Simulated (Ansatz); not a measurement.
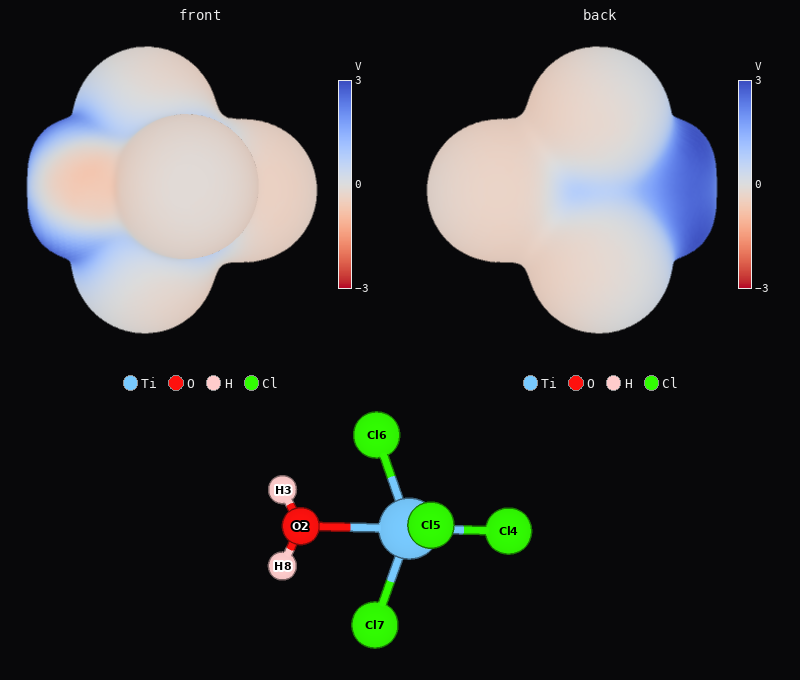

Figure 1: Cl₄H₂OTi. The electrostatic potential painted on the density surface at 0.002 e/bohr³, seen from the front and from behind; red is negative and blue positive. The bare structure is drawn below in the same view.

Computed with RKS PBE-D4/def2-SVP (Ansatz 0.2.0).

```yaml
atoms:
  - { symbol: Ti, position_ang: [0.4540, -0.2872, -0.0382] }
  - { symbol: O, position_ang: [-0.4940, -0.2894, 2.0677] }
  - { symbol: H, position_ang: [-1.2388, -0.9206, 1.9771] }
  - { symbol: Cl, position_ang: [1.3578, -0.4943, -2.0212] }
  - { symbol: Cl, position_ang: [0.2396, 1.8833, 0.0795] }
  - { symbol: Cl, position_ang: [-1.4052, -1.4603, -0.4349] }
  - { symbol: Cl, position_ang: [2.1239, -1.1799, 1.1471] }
  - { symbol: H, position_ang: [0.1747, -0.7512, 2.6162] }
```

Which sites attract a positive test charge, and which a negative one?

A positive charge is drawn to the negative regions and a negative charge to the positive ones. The most negative region (about −0.6 V) lies over O2 and Cl5, the most positive (about +2.8 V) over H3 and H8.
